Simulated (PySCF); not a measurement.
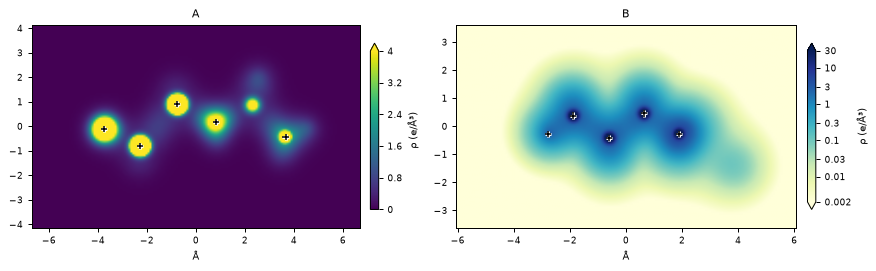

The electron density of 2 systems, each on a plane through atoms (crosses mark nuclei in the plane).

Theory: CAM-B3LYP/def2-SVPD, SCF density, gas phase (PySCF 2.14.0).

System 1: C3H12N2Si (SMILES CCCN[SiH2]N), the plane of atoms C2, C3 and N4. Geometry: PBE0-D3(BJ)/def2-SVP.

```yaml
atoms:
  - { symbol: C, position_ang: [2.7296, 0.5364, -0.0888] }
  - { symbol: C, position_ang: [1.5267, -0.2396, 0.4210] }
  - { symbol: C, position_ang: [0.3906, -0.3147, -0.5946] }
  - { symbol: N, position_ang: [-0.7769, -1.0361, -0.1411] }
  - { symbol: Si, position_ang: [-2.1531, -0.3039, 0.5993] }
  - { symbol: N, position_ang: [-2.7768, 0.8950, -0.4738] }
  - { symbol: H, position_ang: [3.1441, 0.0804, -1.0031] }
  - { symbol: H, position_ang: [2.4585, 1.5757, -0.3357] }
  - { symbol: H, position_ang: [3.5370, 0.5736, 0.6579] }
  - { symbol: H, position_ang: [1.1398, 0.2187, 1.3476] }
  - { symbol: H, position_ang: [1.8285, -1.2666, 0.6953] }
  - { symbol: H, position_ang: [0.0699, 0.7073, -0.8624] }
  - { symbol: H, position_ang: [0.7736, -0.7589, -1.5338] }
  - { symbol: H, position_ang: [-0.6216, -2.0247, 0.0231] }
  - { symbol: H, position_ang: [-1.9180, 0.4650, 1.8679] }
  - { symbol: H, position_ang: [-3.0337, -1.4728, 0.9318] }
  - { symbol: H, position_ang: [-3.1012, 0.6532, -1.4029] }
  - { symbol: H, position_ang: [-3.2529, 1.7108, -0.1085] }
```

System 2: CH10FNSi3 (SMILES C[SiH2]N[SiH2][SiH2]F), the plane of atoms Si4, Si5 and F6. Geometry: GFN2-xTB.

```xyz
16

C    -2.8887    0.8375    0.3352
Si   -1.7039   -0.6197    0.5785
N    -0.1188   -0.0584    0.1589
Si    1.3532   -0.9733    0.1416
Si    3.0645    0.5576    0.1909
F     4.4415   -0.2889    0.1409
H    -3.8939    0.5632    0.6379
H    -2.5917    1.6989    0.9265
H    -2.9347    1.1488   -0.7046
H    -2.0967   -1.7480   -0.2754
H    -1.6620   -1.0465    1.9798
H    -0.0921    0.8372   -0.3014
H     1.3808   -1.8681   -1.0339
H     1.2758   -1.8552    1.3132
H     3.2445    1.3700    1.3940
H     3.2145    1.4537   -0.9585
```

Match each panel to its system.

Answer. Panel A is system 2, CH10FNSi3: the plane holds C, N, Si and F. Si–F (1.62 Å): ρ at the midpoint is about 1 e/Å³. Panel B is system 1, C3H12N2Si: the plane holds C, N and H. C–N (1.45 Å): ρ at the midpoint is about 1.9 e/Å³.
